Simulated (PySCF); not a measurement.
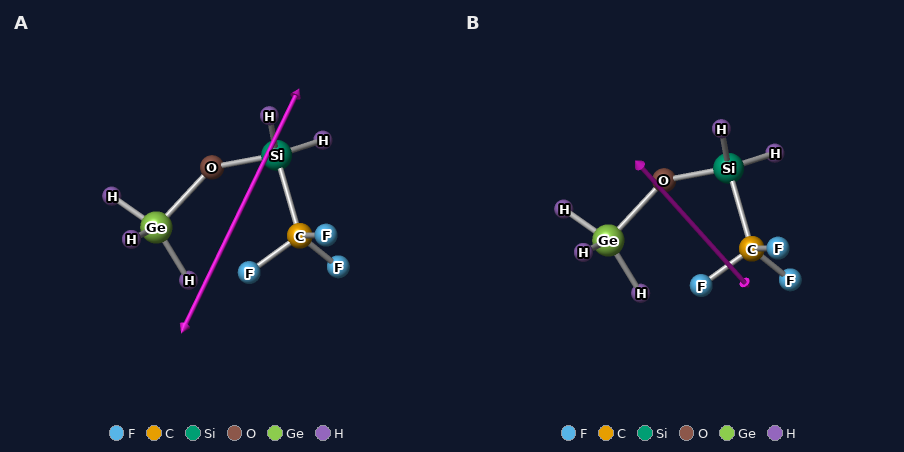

The double arrows show the directions of two transition dipoles from the ground state (lengths mean nothing). The computed structure is the end point of a GFN2-xTB optimisation. No frequency run is at hand to confirm it as a minimum. Method: TDDFT ωB97X-D/def2-SVPD, vertical, gas phase, core orbitals frozen in the response (PySCF 2.14.0).

### One belongs to singlet state 6 and one to singlet state 7. Which is which?

A: state 6, 8.47 eV (146 nm), oscillator strength 0.021, mainly HOMO−1 → LUMO+1 (weight 0.58).
B: state 7, 8.83 eV (140 nm), oscillator strength 0.049, of mixed character, with the largest part HOMO → LUMO+3 (weight 0.31).

The geometry is semi-empirical. Around Ge, Si such bond lengths and angles can be off by a tenth of an ångström or more and by several degrees, and values that hang on the shape move with them.
